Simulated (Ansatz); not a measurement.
**wB97X/def2-SVP (core potential) run of SnNH4F (SMILES [NH2][SnH2][F])**

Aim: the electronic atomisation energy of SnNH4F at wB97X/def2-SVP (core potential), from 5 runs. 

The calculation is run with Ansatz 0.2.0.

59 further runs of the same task are left out: 1 that didn't finish, 58 set aside as unsound or not needed.

## (1) Starting point

SnNH4F: 7 atoms, total charge 0, spin state singlet. As SMILES, `[NH2][SnH2][F]`. The shape is that of a PBE0-D4/def2-TZVP optimisation. This is one conformer, not always the lowest.

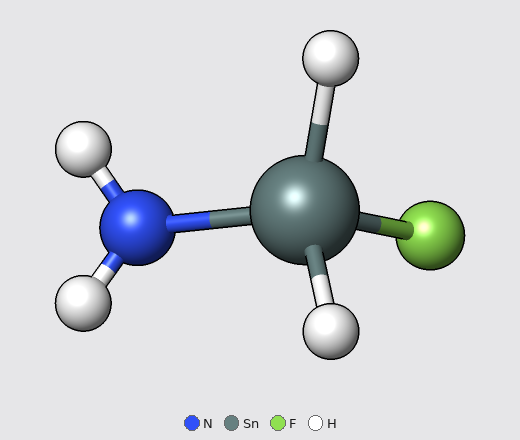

The structure, seen from a chosen angle (nitrogen blue, tin teal, fluorine green, hydrogen white).

## (2) The energy at wB97X/def2-SVP (core potential)

job.yaml reads:

```yaml
crystal:
  periodic: [false, false, false]
  atoms:
    - {symbol: N, position_ang: [-0.824600, 0.088300, -0.943000]}
    - {symbol: Sn, position_ang: [0.497700, -0.065100, 0.542900]}
    - {symbol: F, position_ang: [0.233900, -1.827500, 1.272400]}
    - {symbol: H, position_ang: [-1.584200, 0.741400, -0.829600]}
    - {symbol: H, position_ang: [-0.469500, 0.125500, -1.885700]}
    - {symbol: H, position_ang: [0.113100, 0.971100, 1.833800]}
    - {symbol: H, position_ang: [2.094900, -0.101800, -0.036600]}
basis:
  gaussian:
    orbitals: def2-SVP
hamiltonian:
  xc: {name: wB97X}
accuracy: high
output: {orbitals: {seedname: orbitals}}
```

On the command line:

```
$ ansatz run job.yaml --threads 1 --pin off --max-ram 3480MiB --events-out events.jsonl --progress --plain --runs-dir runs
```

The log of the run:

```text
Warning: RAYON_NUM_THREADS=1 ignored (pool sized by the plan → 1); use --threads N
Functional definition: wB97X
  name "wB97X"
  parameter omega = 0.3/bohr
  parameter cx = 0.157706
  parameter cx1 = 0.726479
  parameter cx2 = 1.04760
  parameter cx3 = -5.70635
  parameter cx4 = 13.2794
  parameter css1 = -4.33879
  parameter css2 = 18.2308
  parameter css3 = -31.7430
  parameter css4 = 17.2901
  parameter cos1 = 2.37031
  parameter cos2 = -11.3995
  parameter cos3 = 6.58405
  parameter cos4 = -3.78132
  exchange = spin_sum(e_x_unif_sr(omega)*poly(b97_u_x, 1 - cx, cx1, cx2, cx3, cx4)) + cx*exact_x_sr(omega)
      + exact_x_lr(omega)
  correlation = spin_sum(e_c_pw_same_spin*poly(b97_u_same, 1, css1, css2, css3, css4))
      + integral(e_c_pw_opposite_spin*poly(b97_u_opposite, 1, cos1, cos2, cos3, cos4))
1764 factors; integrals over basis functions are off by at most 2.9e-9 eV
330 factors; integrals over basis functions are off by at most 1.6e-9 eV
mean field evaluation 1: about -10094.7033 eV, gradient 5.5e1 eV
mean field evaluation 2: about -10093.4609 eV, gradient 6.3e1 eV
mean field evaluation 4: about -10100.4220 eV, gradient 2.4e0 eV
mean field evaluation 8: about -10100.4912 eV, gradient 7.9e-2 eV
mean field evaluation 16: about -10100.4912 eV, gradient 1.7e-5 eV
mean field -10100.49118266 eV, -371.1862046040 hartree, gradient 3.1e-8 eV, S^2 0.000000; 0 other end points of the search recorded, 0 dependent functions left out
reference -10100.49117931 eV, -371.1862044809 hartree; 21, 21 occupied and 53, 53 virtual orbitals, 1764 factors
Total energy: -10100.49117931 eV, -371.1862044809 hartree
```

Wall time 24 s (1 thread of Intel Xeon Platinum 8488C (Sapphire Rapids), shared host); peak memory 0.44 GiB.

## (3) The F atom at the same level

in.yaml reads:

```yaml
crystal:
  periodic: [false, false, false]
  atoms:
    - {symbol: F, position_ang: [0.000000, 0.000000, 0.000000]}
basis:
  gaussian:
    orbitals: def2-SVP
magnetization:
  spin_polarized: true
  initial_magnetization: 1
hamiltonian:
  xc: {name: wB97X}
accuracy: high
```

Run the same way, it converges to -99.61884 Eh (log not shown).

## (4) The H atom, same level

in.yaml reads:

```yaml
crystal:
  periodic: [false, false, false]
  atoms:
    - {symbol: H, position_ang: [0.000000, 0.000000, 0.000000]}
basis:
  gaussian: {orbitals: def2-SVP}
accuracy: high
magnetization: {spin_polarized: true, initial_magnetization: 1}
hamiltonian: {xc: {name: wB97X}}
total_charge: 0
```

On the command line:

```
$ ansatz run in.yaml --threads 1 --pin off --max-ram 3480MiB --events-out events.jsonl --progress --plain --runs-dir runs
```

The log of the run, cut to the lines that bear on the results:

```text
Warning: RAYON_NUM_THREADS=1 ignored (pool sized by the plan → 1); use --threads N
[... 2 set-up lines as earlier in the session ...]
[...]
      + exact_x_lr(omega)
[...]
      + integral(e_c_pw_opposite_spin*poly(b97_u_opposite, 1, cos1, cos2, cos3, cos4))
15 factors; integrals over basis functions are off by at most 8.9e-10 eV
15 factors; integrals over basis functions are off by at most 7.0e-10 eV
[...]
mean field -13.62211750 eV, -0.5006035846 hartree, gradient 3.3e-9 eV, S^2 0.750000; 0 other end points of the search recorded, 0 dependent functions left out
reference -13.62211771 eV, -0.5006035924 hartree; 1, 0 occupied and 4, 5 virtual orbitals, 15 factors
Total energy: -13.62211771 eV, -0.5006035924 hartree
```

It took 0.51 s on 1 thread of Intel Xeon Platinum 8488C (Sapphire Rapids), shared host; peak memory 0.11 GiB.

## (5) The N atom at the same level

input.yaml reads:

```yaml
crystal:
  periodic: [false, false, false]
  atoms:
    - symbol: N
      position_ang: [0.000000, 0.000000, 0.000000]
basis:
  gaussian:
    orbitals: def2-SVP
magnetization:
  spin_polarized: true
  initial_magnetization: 3
accuracy: high
hamiltonian:
  xc: {name: wB97X}
```

Run the same way, it converges to -54.52704 Eh (log not shown).

## (6) The Sn atom

in.yaml reads:

```yaml
crystal:
  periodic: [false, false, false]
  atoms:
    - symbol: Sn
      position_ang: [0.000000, 0.000000, 0.000000]
basis:
  gaussian: {orbitals: def2-SVP}
accuracy: high
magnetization: {spin_polarized: true, initial_magnetization: 2}
hamiltonian: {xc: {name: wB97X}}
```

On the command line:

```
$ ansatz run in.yaml --threads 1 --pin off --max-ram 3480MiB --events-out events.jsonl --progress --plain --runs-dir runs
```

The log of the run, cut to the lines that bear on the results:

```text
Warning: RAYON_NUM_THREADS=1 ignored (pool sized by the plan → 1); use --threads N
[... 2 set-up lines as earlier in the session ...]
[...]
      + exact_x_lr(omega)
[...]
      + integral(e_c_pw_opposite_spin*poly(b97_u_opposite, 1, cos1, cos2, cos3, cos4))
223 factors; integrals over basis functions are off by at most 2.0e-9 eV
94 factors; integrals over basis functions are off by at most 1.5e-9 eV
[...]
mean field -5830.78346234 eV, -214.2773399941 hartree, gradient 2.0e-8 eV, S^2 2.002063; 0 other end points of the search recorded, 0 dependent functions left out
reference -5830.78346233 eV, -214.2773399937 hartree; 12, 10 occupied and 14, 16 virtual orbitals, 223 factors
Total energy: -5830.78346233 eV, -214.2773399937 hartree
```

Run time: 5.4 s. Hardware: 1 thread of Intel Xeon Platinum 8488C (Sapphire Rapids), shared host; peak memory 0.29 GiB.

## (7) Results

At wB97X/def2-SVP (core potential):

| quantity | value |
| --- | --- |
| molecule: total energy | -371.18620 Eh |
| molecule: HOMO energy | -9.88 eV |
| molecule: LUMO energy | 2.27 eV |
| molecule: HOMO–LUMO gap | 12.15 eV |
| F atom: total energy | -99.61884 Eh |
| F atom: ⟨S²⟩ | 0.751 |
| H atom: total energy | -0.50060 Eh |
| H atom: ⟨S²⟩ | 0.750 |
| N atom: total energy | -54.52704 Eh |
| N atom: ⟨S²⟩ | 3.756 |
| Sn atom: total energy | -214.27734 Eh |
| Sn atom: ⟨S²⟩ | 2.002 |
| electronic atomisation energy | 20.696 eV |

**Reading.** Taking the molecule apart into free atoms costs 20.70 eV (1997 kJ/mol), before zero-point energy and without spin-orbit coupling.
